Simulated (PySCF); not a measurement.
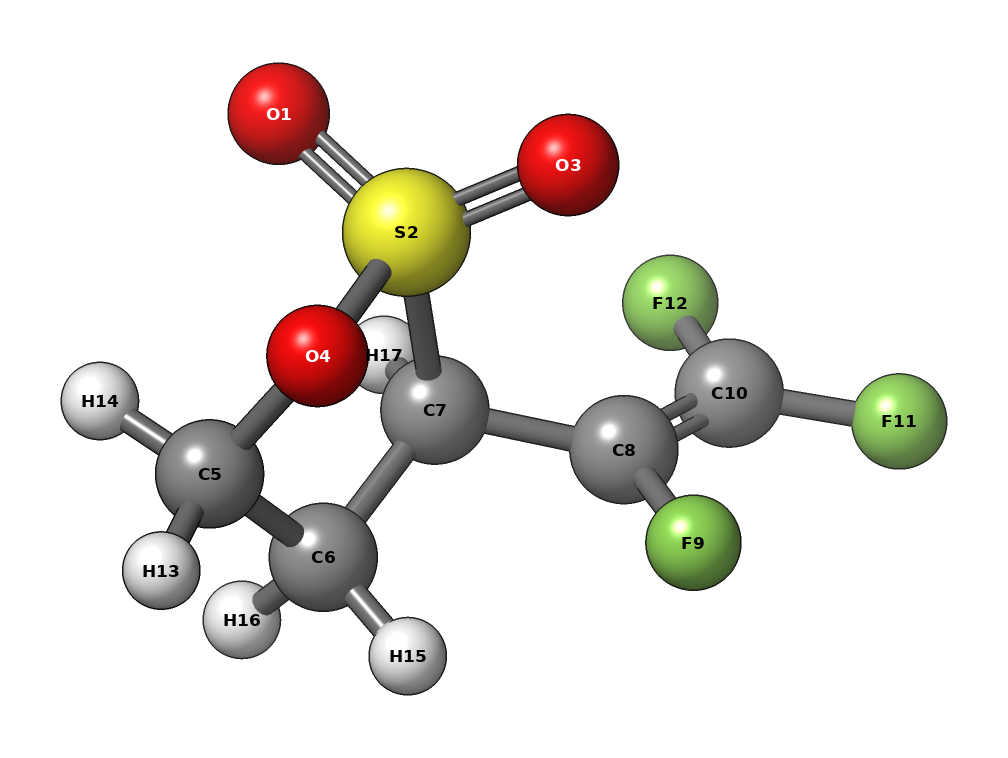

The geometry was computed by an optimisation with GFN2-xTB. No frequency run is at hand to confirm it as a minimum. Electric field gradients from the ground-state density, PBE0/pcSseg-1 (PySCF 2.14.0), non-relativistic apart from any core potentials.

Give the largest field-gradient component, the quadrupole coupling constant and the asymmetry for 17O at O1 (Q = −25.6 mb), 33S at S2 (Q = −67.81 mb), 17O at O3 (Q = −25.6 mb), 17O at O4 (Q = −25.6 mb), 2H at H13 (Q = 2.86 mb), 2H at H14 (Q = 2.86 mb), 2H at H15 (Q = 2.86 mb), 2H at H16 (Q = 2.86 mb).

| atom | V_zz (a.u.) | e²qQ/h (MHz) | η |
| --- | --- | --- | --- |
| O1 | 1.269 | −7.63 | 0.14 |
| S2 | 0.892 | −14.21 | 0.18 |
| O3 | 1.274 | −7.66 | 0.27 |
| O4 | −1.806 | 10.86 | 0.87 |
| H13 | 0.297 | 0.200 | 0.06 |
| H14 | 0.279 | 0.188 | 0.06 |
| H15 | 0.294 | 0.197 | 0.04 |
| H16 | 0.307 | 0.206 | 0.02 |
